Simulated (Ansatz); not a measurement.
The starting structures come from a database of crystals and need not be the phases stable at ambient conditions.

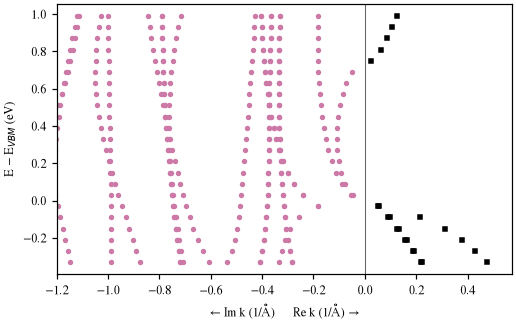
Figure. Complex bands at the centre of the two-dimensional zone; r2SCAN (Ansatz, a quantum-chemistry and plane-wave program)

The gap is the functional's own, uncorrected, and κ follows it; spin-orbit coupling is left out. Mid-gap values are interpolated between the computed energies.

Question: This is Ba(CuS)2 (I4/mmm, not sure to be the ambient phase, 5 atoms a cell, 19.3 Å³ an atom) along the normal of (110). Read off the slowest decay at the centre of the two-dimensional zone at 0.39 eV, the computed energy nearest the middle of the gap.

Answer: κ ≈ 0.11 1/Å, a decay length 1/(2κ) of the density of 4.7 Å.
